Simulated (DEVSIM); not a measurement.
System: Co/La2O3/p-In0.53Ga0.47As capacitor, at 300 K.

```
layer (left to right)        material  thickness (nm)  Na (cm⁻³)
---------------------  --------------  --------------  ---------
1                               La2O3            19.0          -
2                      In0.53Ga0.47As           16000     1.2e15
```

Metal gate on the left, work function 5 eV. Fixed charge at the semiconductor interface -3e10 cm⁻² (in units of +e); no interface traps.

Constants are typed, rounded textbook-type inputs, not results; the design itself was drawn at random and stands for no fabricated device. Values at 300 K.

| parameter | La2O3 | In0.53Ga0.47As |
|---|---|---|
| gap (eV) | 5.8 | 0.74 |
| affinity (eV) | 1.8 | 4.51 |
| permittivity | 27 | 13.9 |
| Nc (cm⁻³) | - | 2.1e17 |
| Nv (cm⁻³) | - | 7.7e18 |

Model (solved in DEVSIM): 1D Poisson equation in equilibrium, Boltzmann statistics, complete ionisation; no quantum confinement or tunnelling. Metal contacts follow the ideal Schottky-Mott rule: no Fermi-level pinning, no interface dipoles.

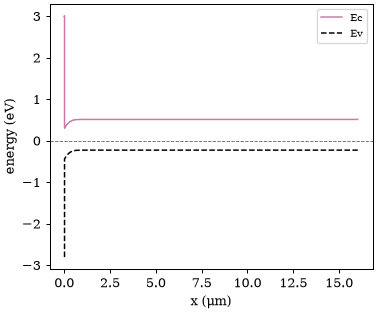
Fig. 1. Band edges at 0.2 V on the gate

Energies count from the Fermi level of the right contact; mesh points crowd at the junctions.

```
x (μm)    Ec (eV)  Ev (eV)  n (cm⁻³)  p (cm⁻³)  field (V/cm)
--------  -------  -------  --------  --------  ------------
0.000       3.000   -2.800     < 1e2     < 1e2          5900
0.001812    3.001   -2.799     < 1e2     < 1e2          5900
0.006098    3.004   -2.796     < 1e2     < 1e2          5900
0.01359     3.008   -2.792     < 1e2     < 1e2          5900
0.01815     3.011   -2.789     < 1e2     < 1e2          5900
0.01958     0.302   -0.438    1.8e12    3.3e11          7600
0.02250     0.304   -0.436    1.6e12    3.6e11          7600
0.03472     0.313   -0.427    1.2e12    5.2e11          7400
0.06296     0.333   -0.407    5.3e11    1.1e12          6900
0.1384      0.381   -0.359    8.3e10    7.2e12          5800
0.3401      0.467   -0.273     3.0e9    2.0e14          2800
1.186       0.513   -0.227     5.0e8    1.2e15           ≈ 0
3.141       0.513   -0.227     5.0e8    1.2e15           ≈ 0
8.286       0.513   -0.227     5.0e8    1.2e15           ≈ 0
13.96       0.513   -0.227     5.0e8    1.2e15           ≈ 0
15.25       0.513   -0.227     5.0e8    1.2e15           ≈ 0
15.72       0.513   -0.227     5.0e8    1.2e15           ≈ 0
15.91       0.513   -0.227     5.0e8    1.2e15           ≈ 0
15.99       0.513   -0.227     5.0e8    1.2e15           ≈ 0
16.01       0.513   -0.227     5.0e8    1.2e15           ≈ 0
16.02       0.513   -0.227     5.0e8    1.2e15           ≈ 0
16.02       0.513   -0.227     5.0e8    1.2e15           ≈ 0
```
